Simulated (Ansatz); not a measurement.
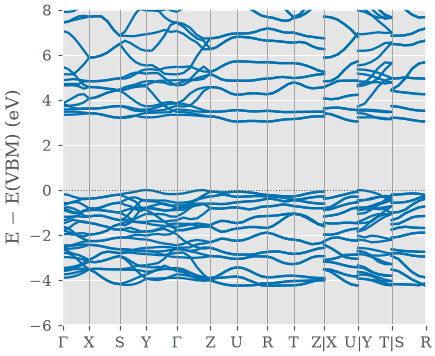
Band structure from plane-wave PAW PBE (Ansatz code)

Task: Read off the gap and where the band edges lie.

Result: About 3.0 eV (3.04 eV by a search for the band edges); maximum on the Γ–Z line, 75 % of the way from Γ, minimum at U.

The material is Mg₃MoN₄ in space group Pmn2_1 (No. 31; Pearson symbol oP16).

The first step of the workflow began from a Materials Project structure, measured or hypothetical; the Crystallography Open Database copy checked does not list it. Whether it is the stable phase at ambient conditions was not checked. The PBE relaxation kept the symmetry of its start; its stability against distortions is not shown here. The run is not spin-polarised. Spin–orbit coupling is left out wherever it is not named.

Potentials: the later of the program's two PAW sets.
